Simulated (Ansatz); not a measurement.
# TlGa (hypothetical, Fm-3m): thermal expansion from first principles, part 3 of 3

Aim: the lattice, expansion, heat capacity and bulk modulus of TlGa (hypothetical) as it warms. The crystal structure is hypothetical: it was made by swapping elements on a known structure type.

Ansatz 0.2.0; DFT PBE, scalar-relativistic, plane waves, PAW.

So far. Step 2 (A first coarse run): The start is under 31 GPa at this level and looks like a metal on this mesh. Step 5 (Relaxing to small residual forces and stress): The residual pressure is -0.0062 GPa, small enough for phonons. The relaxed cell has a = 5.991 Å (conventional setting).

## Step 8: Phonons of the refused cell

The study refused this cell, so its phonons are run alone to see which modes are imaginary.

File input.yaml:

```yaml
crystal:
  lattice:
    - [0.0, 2.9953678143, 2.9953678143]
    - [2.9953678143, 0.0, 2.9953678143]
    - [2.9953678143, 2.9953678143, 0.0]
  atoms:
    - { symbol: Tl, position: [0.0, 0.0, 0.0] }
    - { symbol: Ga, position: [0.5, 0.5, 0.5] }
kpoints:
  mp_grid: { grid: [12, 12, 12] }
hamiltonian:
  xc: pbe
scf:
  occupations: { method: methfessel_paxton, width: 0.15 }
output:
  eigenvalues: true
phonons:
  method: dfpt
  qmesh: [4, 4, 4]
  temperatures: { t_max: 1000, t_step: 50 }
  qpath:
    path:
      - [[0.0, 0.0, 0.0], [0.5, 0.0, 0.5], [0.625, 0.25, 0.625]]
      - [[0.375, 0.375, 0.75], [0.0, 0.0, 0.0], [0.5, 0.5, 0.5], [0.5, 0.25, 0.75], [0.5, 0.0, 0.5]]
    npoints: 10
```

Command:

```sh
$ ansatz run input.yaml --threads 4 --pin off --max-ram 8192MiB --backend cpu --events-out ev --progress --plain --runs-dir out
```

Numbers of over 12 decimals in the logs are rounded to 6 here.

The log of the run:

```text
[...]
Crystal: 2 atoms, lattice volume = 53.750 Å³
Basis set: ecut = 420 eV, 1067 PW (Γ), exchange–correlation on 60×60×60 points (8 copies of the dense FFT grid, shifted against one another)
Bands: 17, of which v1, the nominal top of the filled ones, is band 13 counted from 1 (12 counted from 0)
Symmetry: 48 space group operations
k-points: 72 of 1728
[...]
SCF iter   1: F=—  HF=-15226.787155 eV  |F-HF|=—  |Δ(HF+E_count)|=         —  Δρ=7.30e-4  dr2=2.91e-4  ethr=1.77e-3  ⟨swp⟩=5.8  Hψ=6164  notcnv=0
[...]
SCF iter  10: F=-15226.786273 eV  HF=-15226.786273 eV  |F-HF|=0.00e0  |Δ(HF+E_count)|=  1.73e-10  S|Δr|=    0.00e0  Δρ=3.53e-8  dr2=9.44e-13  ethr=1.00e-12  ⟨swp⟩=4.9  Hψ=6365  notcnv=0
SCF 1 converged in 10 iterations: F = -15226.786273 eV  dr2 = 9.44e-13
[...]
SCF iter   4: F=-15226.786273 eV  HF=-15226.786273 eV  |F-HF|=1.09e-11  |Δ(HF+E_count)|=  1.82e-11  S|Δr|=    0.00e0  Δρ=1.71e-7  dr2=6.49e-12  ethr=1.00e-12  ⟨swp⟩=2.0  Hψ=3101  notcnv=0
SCF 2 converged in 4 iterations: F = -15226.786273 eV  dr2 = 6.49e-12
phonons: the bands overlap, so this run is a metal and interpolates without the dipole-dipole term. If the crystal is really an insulator or semiconductor, its LO-TO splitting is missing
NSCF: frozen V_eff on 72 k-points
[...]
DFPT response loops at q = (0, 0, 0) (fractional): preconditioner auto → Kerker (q_TF=auto, 2.417 Å⁻¹) (partly filled bands, converged f_vac=0.000); β = 1.00, the filter's whole step (`scf.mixing.beta` (0.50) is not read by the response loops under this deck's `scf.mixing.preconditioner`; to damp them name `kerker` or `kerker_dos`, under which they read `scf.mixing.beta`, and type it under 1.00, their step now; both keys bind the ground state too); Broyden in place of MSR1
[...]
SCF converged after 10 iterations
[...]
Free energy (F): -15226.786273 eV
[...]
Internal energy: -15226.786018 eV  (E = F + TS)
E sigma→0 (E₀):  -15226.786209 eV
Entropy (-TS):   -0.000254 eV (-0.127 meV/atom)
Fermi energy:    8.392300 eV
[...]
--- Band table (eV; the first three rows and the last of 72) ---
  k-point 0: bands = [... 9 lower, -2.9675, -1.3474, 9.3058, 10.4977, 10.4977, 10.4977, 16.0794, 16.0794]
  k-point 1: bands = [... 9 lower, -2.9716, -1.2575, 8.4356, 10.5163, 10.5163, 11.1403, 15.3911, 15.6282]
  k-point 2: bands = [... 9 lower, -2.9620, -0.9866, 7.0712, 10.5800, 10.5800, 11.7843, 14.5730, 14.7670]
  k-point 71: bands = [... 9 lower, -2.8706, 2.8074, 3.6010, 6.2387, 6.2387, 12.5604, 13.1455, 16.2291]
--- Phonons (Γ-DFPT): 2 representative perturbations + reference (Σ response iterations 6) ---
  ASR residual: 1.003e-4 → 0.000e0 eV/Å²; symmetrization residual: 1.553e-5 eV/Å²
  ASR residual per site (eV/Å²): 5.61e-5 1.00e-4
  Γ frequencies (cm⁻¹): 0.00 0.00 0.00 100.76 100.76 100.76
--- Phonons (arbitrary-q DFPT): 8 irreducible q on the 4×4×4 mesh ---
  q = [0.0000, 0.0000, 0.0000] (star 1, of the zone-centre solve; hermiticity 1.60e-5, symmetrization 7.83e-12): -0.00 0.00 0.00 100.76 100.76 100.76
  q = [0.0000, 0.0000, 0.2500] (star 8, 2 solved perturbations on 936 of 1728 k-point pairs; hermiticity 7.27e-6, symmetrization 3.34e-12): 30.61 30.61 36.12 96.10 96.10 98.35
[...]
q = [0.0000, 0.2500, 0.2500] (star 6, 4 solved perturbations in 1608 linear systems a pass and spin channel, the states on 510 of 1728 k-point pairs; hermiticity 1.16e-5, symmetrization 1.45e-12): -15.46 -15.46 45.68 77.12 108.16 108.16
[...]
sum rule: each row above includes the acoustic sum rule's correction from the zone centre's row sums; it moved no ω² by more than (0.63 cm⁻¹)²
  mesh force constants: q→R imaginary residual 9.23e-18; ASR residual 1.003e-4 → 0.000e0 eV/Å²; symmetrization residual 1.776e-15 eV/Å²
  interpolated dispersion: 62 rows × 6 modes
  density of states and harmonic sums: on the 20×20×20 q-mesh, interpolated from the force constants of a 4×4×4 supercell (no non-analytic term)
  largest difference from the sums on the solved wave vectors: F 2.82e-2 eV, S 4.21e-5 and C_V 1.38e-5 eV/K
  zero-point energy: 0.021988 eV/cell   skipped modes (ω ≤ 0): 246, of them read as no rigid motion or as one in doubt: 243 (9.101e-1 modes/cell left out, lowest -20.84 cm⁻¹)   left out of the sums: 1.52e-1 of the cell's modes: C_V's classical limit lies that fraction below 3 k_B per atom; for a crystal, a wire or a layer, F and S can be off by more, and a phonons.interpolated_qmesh denser along its periods is the remedy for the sampling
```

Wall time 4.6 min (4 threads of Intel Xeon Platinum 8488C (Sapphire Rapids), shared host); peak memory 3.6 GiB; 17 min of CPU time.

This step gave:

- Γ frequencies: 0, 0, 0, 100.8, 100.8, 100.8 cm⁻¹ (negative: imaginary)
- lowest frequency on the path: -20.84 cm⁻¹
- point group: m-3m
- highest frequency: 122.8 cm⁻¹

No LO-TO term. The phonon branches at the labelled points (cm⁻¹):

| point | branch 1 | branch 2 | branch 3 | branch 4 | branch 5 | branch 6 |
| --- | --- | --- | --- | --- | --- | --- |
| Γ | 0 | 0 | 0 | 101 | 101 | 101 |
| X | -21 | -21 | -13 | 109 | 109 | 123 |
| U | 4 | 9 | 10 | 99 | 101 | 115 |
| jump to K | 4 | 9 | 10 | 99 | 101 | 115 |
| Γ | 0 | 0 | 0 | 101 | 101 | 101 |
| L | 54 | 54 | 55 | 74 | 78 | 78 |
| W | -20 | -20 | 50 | 70 | 114 | 114 |
| X | -21 | -21 | -13 | 109 | 109 | 123 |

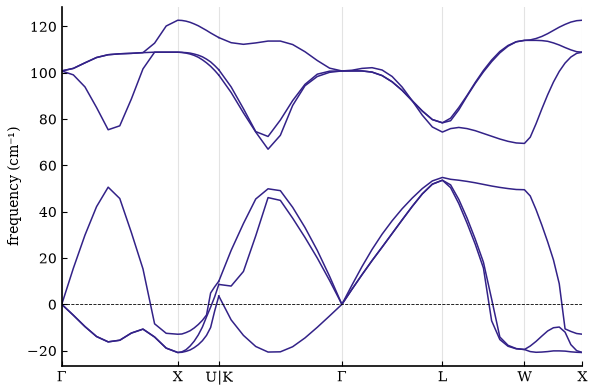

Phonon branches along the path.

The phonon density of states has structure finer than the step of the table below, so its rows give means over 5 cm⁻¹, whole bins alone (the curve runs from -21 to 123 cm⁻¹). Peaks (cm⁻¹: height): -15.0: 0.0649, 49.0: 0.089, 75.0: 0.0721, 109.0: 0.115.

Tetrahedra on 20 20 20, mean over bins of 2 cm⁻¹. The phonon density of states by wavenumber; means over each step:

```csv
wavenumber (cm⁻¹),phonon density of states (1/cm⁻¹/cell)
-15,0.0596
-10,0.0528
-5,0.0306
0,0.0240
5,0.0230
10,0.0261
15,0.0314
20,0.0358
25,0.0388
30,0.0405
35,0.0422
40,0.0452
45,0.0553
50,0.0638
55,0.00712
60,0
65,2.7e-4
70,0.0165
75,0.0611
80,0.0556
85,0.0502
90,0.0507
95,0.0548
100,0.0647
105,0.0851
110,0.109
115,0.0452
120,0.00609
```

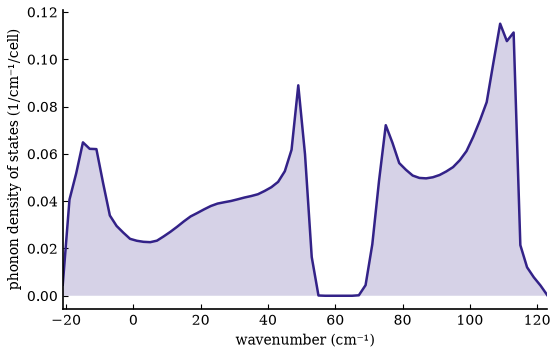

Phonon density of states, plotted against wavenumber.

No LO-TO term. The modes at Γ (shares of kinetic energy by element, %):

```csv
mode,frequency (cm⁻¹),symmetry,Tl %,Ga %
1,0.0,T1u,75,25
2,0.0,T1u,75,25
3,0.0,T1u,75,25
4,100.8,T1u,25,75
5,100.8,T1u,25,75
6,100.8,T1u,25,75
```

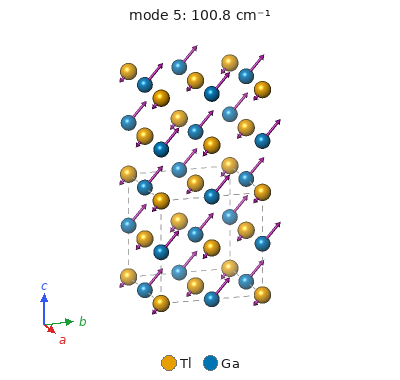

Displacement patterns of mode 5 at Γ; arrows are exaggerated. 1×1×2 conventional cells are drawn. Some periodic images of atoms are drawn too.

Lowest modes at the softest wavevector of the mesh; phase exp(i q.(R + tau)). Modes at q = (0.500, 0.500, 0.000), with each element's share of the kinetic energy (negative means imaginary):

| mode | frequency (cm⁻¹) | Tl % | Ga % |
| --- | --- | --- | --- |
| 1 | -20.8 | 71 | 29 |
| 2 | -20.8 | 71 | 29 |
| 3 | -12.9 | 71 | 29 |
| 4 | 108.9 | 29 | 71 |
| 5 | 108.9 | 29 | 71 |
| 6 | 122.7 | 29 | 71 |

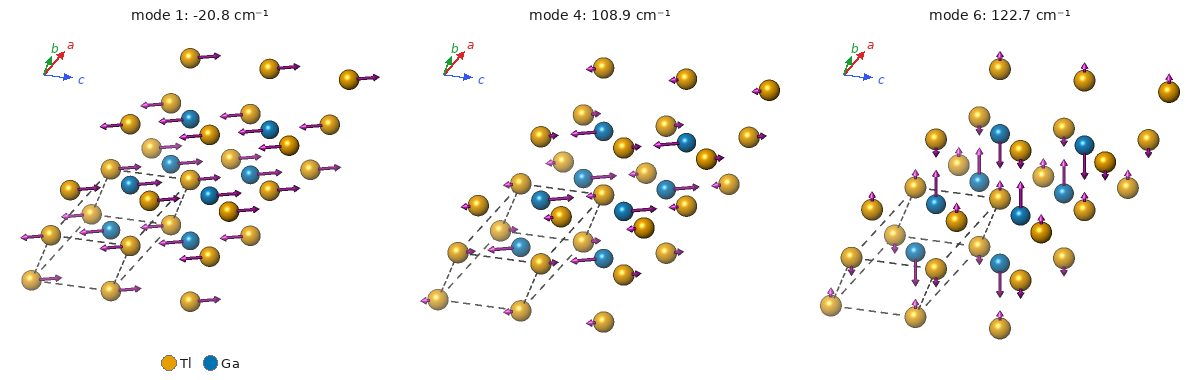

Displacement patterns of modes 1, 4 and 6 at q = (0.500, 0.500, 0.000); arrows are exaggerated. 2×2×2 cells are drawn. The axes are those of the cell as run, not the conventional ones. Some periodic images of atoms are drawn too.

The modes has structure finer than the step of the table below, so its rows give means over 10 cm⁻¹, whole bins alone (the curve runs from -30.6 to 136 cm⁻¹). Peaks (cm⁻¹: height): Ga -12.8: 0.0188, 23.8: 0.0113, 75.1: 0.056, 109.7: 0.0771; Tl -12.8: 0.0475, 50.0: 0.0633, 109.7: 0.0301.

Phonopy on the run's constants, 17x17x17 mesh, Gaussian sigma 2.0 cm⁻¹. Modes against wavenumber; means over each step; values in 1/cm⁻¹/cell:

```csv
wavenumber (cm⁻¹),Ga,Tl
-20,0.00857,0.0214
-10,0.0151,0.0381
0,0.00367,0.00931
10,0.00854,0.0214
20,0.0100,0.0264
30,0.0104,0.0300
40,0.00934,0.0365
50,0.00373,0.0462
60,9.9e-5,0.00130
70,0.0239,0.00178
80,0.0459,0.00827
90,0.0375,0.0121
100,0.0485,0.0181
110,0.0664,0.0259
120,0.00813,0.00327
130,3.6e-5,1.5e-5
```

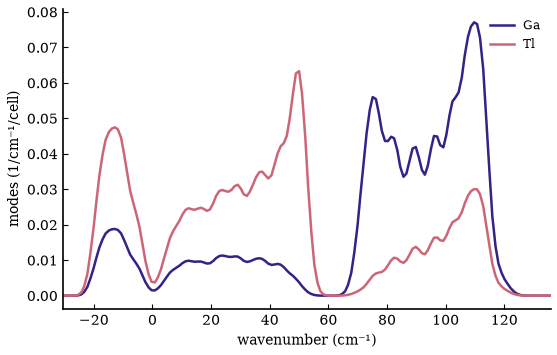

Modes, plotted against wavenumber.

The lowest solved frequency is -20.8 cm⁻¹, so the cell is unstable here and gives no valid free energy.

## Step 9: Summary of results

```yaml
lowest_frequency_at_the_solved_wavevectors: -20.8 cm⁻¹
```

In words: With imaginary harmonic modes at the relaxed cell the quasi-harmonic free energy is undefined, so no expansion is obtained for this phase at this level. The softest solved mode is 21i cm⁻¹ at q = (0, -0.5, -0.5), and 4 of 8 solved wavevectors carry a mode beyond 8i cm⁻¹. In a metal soft modes also hang on the k-mesh and the smearing, which were not converged here.

[Logs are printed without paths, hosts, clocks, repeated set-up lines and the standing remarks that a program may print on its own settings, such as how far it seeks lower states.]

[Hosts, paths, dates, database ids (printed as entryN), source tags and the programs' standing remarks are cut or masked in the printed files.]

[A step with changed settings may run another functional than the one named; its input shows which.]
